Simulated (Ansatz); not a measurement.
Molecular dynamics of GaSi2NH8 (part 1 of 2)

- system: GaSi2NH8, SMILES [SiH3][N]([SiH3])[GaH2]
- method: UKS PBE-d3bj/6-31G* (Ansatz 0.2.0)

The geometry comes from this level: PBE0-D4/def2-TZVP. Figures and captions count atoms from 1; the log counts them from 0 in places.

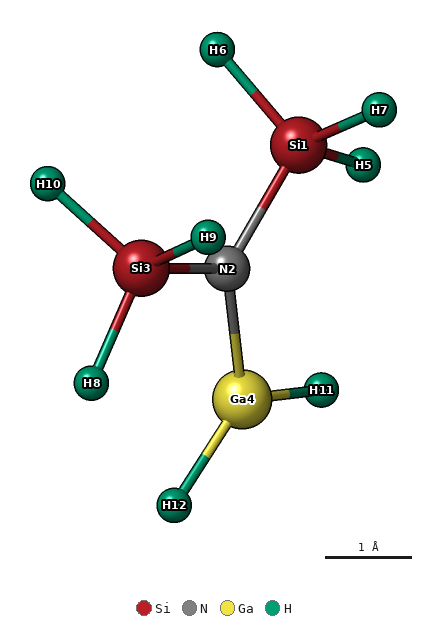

The input geometry (ball-and-stick view, seen at a tilt; atoms are numbered from 1 in the order of the input). Sticks mark near contacts. Bond lengths as drawn: Ga–H 1.56 Å, Ga–N 1.85 Å, H–Si 1.49 Å and N–Si 1.73 Å.

### Key numbers

```json
{"quantity": "outcome", "value": "finished"}
{"quantity": "mean temperature over the second half", "value": "775 K"}
{"quantity": "trajectory", "value": "50 steps, 100 fs"}
{"quantity": "ensemble", "value": "nvt_langevin"}
{"quantity": "temperature in the input", "value": "1000 K"}
{"quantity": "time step", "value": "2 fs"}
{"quantity": "potential energy (last step)", "value": "−69726.3678 eV"}
{"quantity": "mean-field energy (last step)", "value": "−69726.0886 eV"}
{"quantity": "dispersion energy (last step)", "value": "−0.2793 eV"}
{"quantity": "SCF solution under orbital rotations (last step)", "value": "stable"}
{"quantity": "largest force (length of the vector) (last step)", "value": "2.818 eV/Å"}
{"quantity": "dipole moment (last step)", "value": "1.81 D"}
{"quantity": "hardware", "value": "4 threads of Intel Xeon @ 2.60GHz, 23 GiB of memory available, shared host"}
{"quantity": "wall time", "value": "82 s (CPU time 5.1 min)"}
{"quantity": "peak memory", "value": "0.23 GiB"}
```

So short a trajectory is not equilibrated. The logged temperature at the start can lie below the typed one, since it is counted over all degrees of freedom.

### Input file
```yaml
crystal:
  periodic: [false, false, false]
  atoms:
    - {symbol: Si, position_ang: [-0.429443, 1.399105, -0.800204]}
    - {symbol: N, position_ang: [-0.056209, -0.119470, -0.048691]}
    - {symbol: Si, position_ang: [1.016146, -0.143478, 1.314989]}
    - {symbol: Ga, position_ang: [-0.791869, -1.694494, -0.694625]}
    - {symbol: H, position_ang: [-1.391378, 1.175192, -1.909702]}
    - {symbol: H, position_ang: [-1.030053, 2.343868, 0.182404]}
    - {symbol: H, position_ang: [0.798558, 2.042632, -1.344701]}
    - {symbol: H, position_ang: [1.206143, -1.545892, 1.766190]}
    - {symbol: H, position_ang: [2.340975, 0.437360, 0.959522]}
    - {symbol: H, position_ang: [0.464960, 0.659294, 2.442051]}
    - {symbol: H, position_ang: [-1.741344, -1.554607, -1.923596]}
    - {symbol: H, position_ang: [-0.386508, -2.999519, 0.056384]}
basis:
  gaussian: {orbitals: "6-31G*"}
magnetization: {spin_polarized: true, initial_magnetization: 0}
hamiltonian: {xc: {name: PBE}, dispersion: d3bj}
md: {timestep: 2 fs, n_steps: 50, ensemble: nvt_langevin, temperature: 1000, initial_velocities: maxwell_boltzmann, friction: 0.01, seed: 310}
```

Run as:
```bash
ansatz run in.yaml --threads 4 --pin off --events-out ev --progress --plain --max-ram 10444MiB
```

### Log
```
Functional definition: PBE
  name "PBE"
  cite "Perdew, Burke & Ernzerhof, Phys. Rev. Lett. 77, 3865 (1996) doi:10.1103/PhysRevLett.77.3865"
  parent pbe
  parameter kappa = 0.804
  parameter beta = 0.06672455060314922
  exchange = pbe_x(kappa = kappa, mu = beta*pi^2/3)
  correlation = pbe_c(beta = beta)
1344 factors; their error is unknown
mean field evaluation 1: about -69716.7166 eV, gradient 5.3e1 eV
mean field evaluation 2: about -69645.2359 eV, gradient 1.1e2 eV
mean field evaluation 4: about -69727.1854 eV, gradient 1.1e1 eV
mean field evaluation 8: about -69727.4313 eV, gradient 1.1e-1 eV
mean field evaluation 16: about -69727.4313 eV, gradient 9.7e-6 eV
mean field -69727.43133708 eV, -2562.4358386874 hartree, gradient 9.7e-6 eV, S^2 0.000000; 0 other end points of the search recorded, 0 dependent functions left out
the calculation of the forces begins
reference -69727.43139178 eV, -2562.4358406973 hartree; 37, 37 occupied and 67, 67 virtual orbitals, 1344 factors
md step     0: t =     0.00 fs  T =   916.7 K  F+E_penalty+E_count = -69727.72564407 eV  E_kin = 1.421860 eV  (28 SCF iters)
these checks for a lower state are left out or cut short: starts, cluster_reference, orbital_swaps, neighbouring_geometries, increment
1344 factors; their error is unknown
mean field -69727.27002139 eV, -2562.4299104450 hartree, gradient 1.3e-5 eV, S^2 0.000000; 0 other end points of the search recorded, 0 dependent functions left out
the calculation of the forces begins
reference -69727.27007628 eV, -2562.4299124619 hartree; 37, 37 occupied and 67, 67 virtual orbitals, 1344 factors
md step     1: t =     2.00 fs  T =   868.9 K  F+E_penalty+E_count = -69727.56341261 eV  E_kin = 1.347707 eV  (30 SCF iters, 3 dispersion substeps)
[... from here on the SCF iterations and repeated set-up lines of each step are left out, up to the last step ...]
md step     2: t =     4.00 fs  T =   859.6 K  F+E_penalty+E_count = -69727.24701114 eV  E_kin = 1.333368 eV  (28 SCF iters, 3 dispersion substeps)
md step     3: t =     6.00 fs  T =   703.0 K  F+E_penalty+E_count = -69726.99070779 eV  E_kin = 1.090415 eV  (29 SCF iters, 3 dispersion substeps)
md step     4: t =     8.00 fs  T =   640.2 K  F+E_penalty+E_count = -69726.82816850 eV  E_kin = 0.992953 eV  (29 SCF iters, 3 dispersion substeps)
md step     5: t =    10.00 fs  T =   648.4 K  F+E_penalty+E_count = -69726.76324172 eV  E_kin = 1.005761 eV  (29 SCF iters, 3 dispersion substeps)
md step     6: t =    12.00 fs  T =   680.8 K  F+E_penalty+E_count = -69726.78513336 eV  E_kin = 1.055952 eV  (29 SCF iters, 3 dispersion substeps)
md step     7: t =    14.00 fs  T =   723.2 K  F+E_penalty+E_count = -69726.82892575 eV  E_kin = 1.121761 eV  (29 SCF iters, 3 dispersion substeps)
md step     8: t =    16.00 fs  T =   819.0 K  F+E_penalty+E_count = -69726.84928379 eV  E_kin = 1.270368 eV  (29 SCF iters, 3 dispersion substeps)
md step     9: t =    18.00 fs  T =   882.9 K  F+E_penalty+E_count = -69726.96426556 eV  E_kin = 1.369453 eV  (30 SCF iters, 3 dispersion substeps)
md step    10: t =    20.00 fs  T =   920.8 K  F+E_penalty+E_count = -69726.91813987 eV  E_kin = 1.428291 eV  (30 SCF iters, 3 dispersion substeps)
md step    11: t =    22.00 fs  T =   791.1 K  F+E_penalty+E_count = -69726.64331195 eV  E_kin = 1.227111 eV  (31 SCF iters, 3 dispersion substeps)
md step    12: t =    24.00 fs  T =   660.0 K  F+E_penalty+E_count = -69726.37297832 eV  E_kin = 1.023802 eV  (30 SCF iters, 3 dispersion substeps)
md step    13: t =    26.00 fs  T =   597.5 K  F+E_penalty+E_count = -69726.23072349 eV  E_kin = 0.926819 eV  (30 SCF iters, 3 dispersion substeps)
md step    14: t =    28.00 fs  T =   696.5 K  F+E_penalty+E_count = -69726.39009804 eV  E_kin = 1.080348 eV  (30 SCF iters, 3 dispersion substeps)
md step    15: t =    30.00 fs  T =   815.6 K  F+E_penalty+E_count = -69726.68357103 eV  E_kin = 1.265018 eV  (31 SCF iters, 3 dispersion substeps)
md step    16: t =    32.00 fs  T =   654.9 K  F+E_penalty+E_count = -69726.54853135 eV  E_kin = 1.015856 eV  (29 SCF iters, 3 dispersion substeps)
md step    17: t =    34.00 fs  T =   717.4 K  F+E_penalty+E_count = -69726.57831914 eV  E_kin = 1.112843 eV  (30 SCF iters, 3 dispersion substeps)
md step    18: t =    36.00 fs  T =   840.6 K  F+E_penalty+E_count = -69726.94219104 eV  E_kin = 1.303895 eV  (30 SCF iters, 3 dispersion substeps)
md step    19: t =    38.00 fs  T =   784.7 K  F+E_penalty+E_count = -69726.90460647 eV  E_kin = 1.217172 eV  (29 SCF iters, 3 dispersion substeps)
md step    20: t =    40.00 fs  T =   700.5 K  F+E_penalty+E_count = -69726.65760533 eV  E_kin = 1.086609 eV  (30 SCF iters, 3 dispersion substeps)
md step    21: t =    42.00 fs  T =   625.1 K  F+E_penalty+E_count = -69726.41532867 eV  E_kin = 0.969566 eV  (30 SCF iters, 3 dispersion substeps)
md step    22: t =    44.00 fs  T =   548.9 K  F+E_penalty+E_count = -69726.18054206 eV  E_kin = 0.851436 eV  (30 SCF iters, 3 dispersion substeps)
md step    23: t =    46.00 fs  T =   617.2 K  F+E_penalty+E_count = -69726.17846280 eV  E_kin = 0.957350 eV  (29 SCF iters, 3 dispersion substeps)
md step    24: t =    48.00 fs  T =   711.2 K  F+E_penalty+E_count = -69726.30183045 eV  E_kin = 1.103227 eV  (30 SCF iters, 3 dispersion substeps)
md step    25: t =    50.00 fs  T =   858.3 K  F+E_penalty+E_count = -69726.40350736 eV  E_kin = 1.331270 eV  (29 SCF iters, 3 dispersion substeps)
md step    26: t =    52.00 fs  T =   872.0 K  F+E_penalty+E_count = -69726.31202663 eV  E_kin = 1.352508 eV  (29 SCF iters, 3 dispersion substeps)
md step    27: t =    54.00 fs  T =   846.9 K  F+E_penalty+E_count = -69726.36944681 eV  E_kin = 1.313658 eV  (28 SCF iters, 3 dispersion substeps)
md step    28: t =    56.00 fs  T =  1041.4 K  F+E_penalty+E_count = -69726.63369419 eV  E_kin = 1.615294 eV  (30 SCF iters, 3 dispersion substeps)
md step    29: t =    58.00 fs  T =   919.0 K  F+E_penalty+E_count = -69726.61845307 eV  E_kin = 1.425433 eV  (29 SCF iters, 3 dispersion substeps)
md step    30: t =    60.00 fs  T =   820.5 K  F+E_penalty+E_count = -69726.47539028 eV  E_kin = 1.272670 eV  (29 SCF iters, 3 dispersion substeps)
md step    31: t =    62.00 fs  T =   835.7 K  F+E_penalty+E_count = -69726.48189581 eV  E_kin = 1.296284 eV  (29 SCF iters, 3 dispersion substeps)
md step    32: t =    64.00 fs  T =   908.0 K  F+E_penalty+E_count = -69726.47731804 eV  E_kin = 1.408361 eV  (29 SCF iters, 3 dispersion substeps)
md step    33: t =    66.00 fs  T =   854.9 K  F+E_penalty+E_count = -69726.44738995 eV  E_kin = 1.326065 eV  (29 SCF iters, 3 dispersion substeps)
md step    34: t =    68.00 fs  T =   689.7 K  F+E_penalty+E_count = -69726.35663100 eV  E_kin = 1.069772 eV  (30 SCF iters, 3 dispersion substeps)
md step    35: t =    70.00 fs  T =   643.4 K  F+E_penalty+E_count = -69726.29281576 eV  E_kin = 0.997969 eV  (29 SCF iters, 3 dispersion substeps)
md step    36: t =    72.00 fs  T =   759.1 K  F+E_penalty+E_count = -69726.50122109 eV  E_kin = 1.177406 eV  (29 SCF iters, 3 dispersion substeps)
md step    37: t =    74.00 fs  T =   951.5 K  F+E_penalty+E_count = -69726.66765704 eV  E_kin = 1.475864 eV  (30 SCF iters, 3 dispersion substeps)
md step    38: t =    76.00 fs  T =   923.1 K  F+E_penalty+E_count = -69726.57009220 eV  E_kin = 1.431882 eV  (31 SCF iters, 3 dispersion substeps)
md step    39: t =    78.00 fs  T =   740.0 K  F+E_penalty+E_count = -69726.37210070 eV  E_kin = 1.147774 eV  (31 SCF iters, 3 dispersion substeps)
md step    40: t =    80.00 fs  T =   675.6 K  F+E_penalty+E_count = -69726.34474291 eV  E_kin = 1.047995 eV  (30 SCF iters, 3 dispersion substeps)
md step    41: t =    82.00 fs  T =   790.6 K  F+E_penalty+E_count = -69726.44385224 eV  E_kin = 1.226346 eV  (30 SCF iters, 3 dispersion substeps)
md step    42: t =    84.00 fs  T =   766.8 K  F+E_penalty+E_count = -69726.49578975 eV  E_kin = 1.189340 eV  (30 SCF iters, 3 dispersion substeps)
md step    43: t =    86.00 fs  T =   663.4 K  F+E_penalty+E_count = -69726.50091532 eV  E_kin = 1.029054 eV  (30 SCF iters, 3 dispersion substeps)
md step    44: t =    88.00 fs  T =   689.1 K  F+E_penalty+E_count = -69726.49408907 eV  E_kin = 1.068950 eV  (28 SCF iters, 3 dispersion substeps)
md step    45: t =    90.00 fs  T =   702.7 K  F+E_penalty+E_count = -69726.52615644 eV  E_kin = 1.089973 eV  (29 SCF iters, 3 dispersion substeps)
md step    46: t =    92.00 fs  T =   786.8 K  F+E_penalty+E_count = -69726.65465504 eV  E_kin = 1.220493 eV  (28 SCF iters, 3 dispersion substeps)
md step    47: t =    94.00 fs  T =   807.5 K  F+E_penalty+E_count = -69726.68570142 eV  E_kin = 1.252501 eV  (29 SCF iters, 3 dispersion substeps)
md step    48: t =    96.00 fs  T =   637.7 K  F+E_penalty+E_count = -69726.45563372 eV  E_kin = 0.989144 eV  (30 SCF iters, 3 dispersion substeps)
md step    49: t =    98.00 fs  T =   479.4 K  F+E_penalty+E_count = -69726.26703381 eV  E_kin = 0.743612 eV  (29 SCF iters, 3 dispersion substeps)
these checks for a lower state are left out or cut short: starts, cluster_reference, orbital_swaps, neighbouring_geometries, increment
1344 factors; their error is unknown
mean field -69726.08849491 eV, -2562.3864901475 hartree, gradient 1.3e-5 eV, S^2 0.000000; 0 other end points of the search recorded, 0 dependent functions left out
the calculation of the forces begins
reference -69726.08855068 eV, -2562.3864921972 hartree; 37, 37 occupied and 67, 67 virtual orbitals, 1344 factors
1344 factors; their error is unknown
mean field evaluation 416: about -69726.1694 eV, gradient 5.9e-2 eV
mean field -69726.08849491 eV, -2562.3864901475 hartree, gradient 1.3e-5 eV, S^2 0.000000; 1 other end points of the search recorded, 0 dependent functions left out
the calculation of the forces begins
reference -69726.08855068 eV, -2562.3864921972 hartree; 37, 37 occupied and 67, 67 virtual orbitals, 1344 factors
md step    50: t =   100.00 fs  T =   474.3 K  F+E_penalty+E_count = -69726.36775745 eV  E_kin = 0.735762 eV  (30 SCF iters, 3 dispersion substeps)
```
